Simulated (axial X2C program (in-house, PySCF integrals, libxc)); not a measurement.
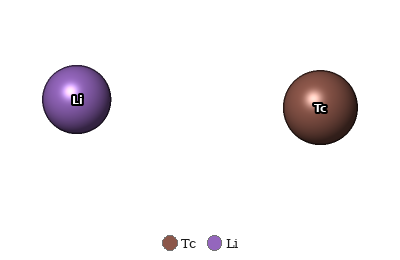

*The molecule at the reference distance of 2.823 Å.*

## TcLi⁺: relativistic diatomic calculation

- system: TcLi⁺, single determinant with Ω = 5/2. The distance is the PBE0 minimum at charge 1.
- method: expectation values, HF and Kohn-Sham, two-component X2C with atomic mean-field Coulomb and Gaunt terms, Tc dyall-cv3z, Li dyall-cv3z (cores contracted) (axial X2C program (in-house, PySCF integrals, libxc))

### Input file
```
{"zs": [43, 3], "q": 1, "bas": ["dyall-cv3z", "dyall-cv3z"], "r0": 2.61, "levels": ["PBE0", "HF", "BHandHLYP", "LDA", "PBE50"], "nst": 3}
```

The line is the task of a batch: nuclear charges, charge, bases, the levels to run, a first guess of the distance and further settings. This report covers the levels named above. The log is that of the reference distance, started from orbitals converged before.

The run was one of a batch that the task file lists, launched with:
```bash
python <driver script> task.json out
```

### The program's output
```
two-component X2C + atomic mean field  PBE0
basis functions 191  fitting functions 857  grid points 5088
iter        total energy     max residual
   1      -4290.606722696     7.23e-05
   2      -4290.606722713     1.69e-05
   3      -4290.606722721     3.79e-05
   4      -4290.606722722     9.09e-06
converged
one-electron -5952.55264061  Coulomb 1770.88185507  exact exchange -32.26846389  xc functional -98.78480471  nuclear repulsion 24.18131782  atomic mean-field constant -2.06398642
```

### Expectation values by level of theory

| quantity | PBE0 | HF | BHandHLYP | LDA | PBE50 |
| --- | --- | --- | --- | --- | --- |
| effective field for an electron dipole moment (GV/cm) | 0.667 | −3.43 | −0.105 | 0.647 | 0.0921 |
| field gradient at the first nucleus (a.u.) | −1.37 | −0.585 | −0.743 | −1.73 | −0.980 |
| field gradient at the second nucleus (a.u.) | −0.0215 | −0.0168 | −0.0196 | −0.0214 | −0.0213 |
| A∥/gI, first nucleus (MHz) | 607 | 353 | 357 | 747 | 494 |
| A∥/gI, second nucleus (MHz) | −3.72 | −17.5 | −6.06 | −2.18 | −6.32 |

Each column comes from one determinant, in a basis with contracted cores. The levels disagree widely: the effective field runs from −3.43 to 0.667 GV/cm, A∥/gI at the first nucleus runs from 353 to 747 MHz, A∥/gI at the second nucleus runs from −17.5 to −2.18 MHz and the field gradient at the first nucleus runs from −1.73 to −0.585 a.u. They may not all have settled in the same state, and these values aren't reliable properties of the molecule.

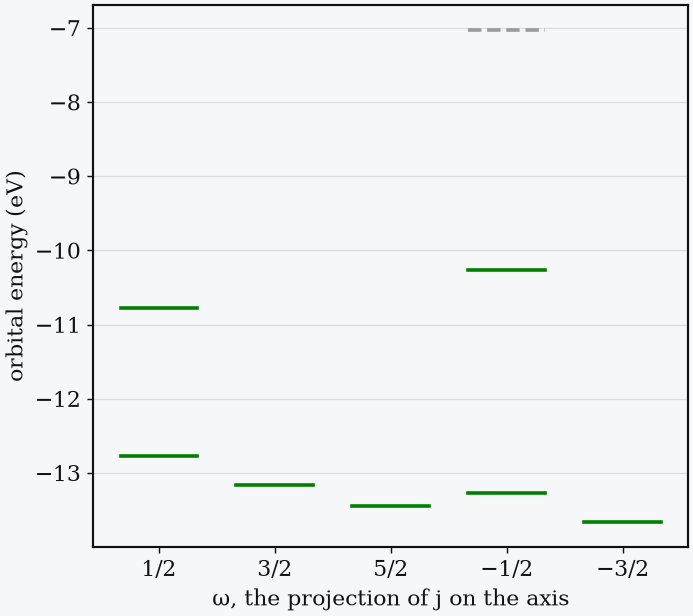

*Orbital energies (PBE0) near the frontier at 2.82 Å, filled (solid) and empty (dashed).*

The highest filled spinor (−1/2; 51 % Tc d, 20 % Tc s) lies at −10.27 eV, the lowest empty one (−1/2; 46 % Tc d, 31 % Tc s) at −7.02 eV.

### Summary

- outcome: converged; the levels of theory disagree widely
- hardware: 1 thread of Intel Xeon (Granite Rapids), 64 GiB of memory available, shared host
- wall time: 3 s
- peak memory: 0.34 GiB
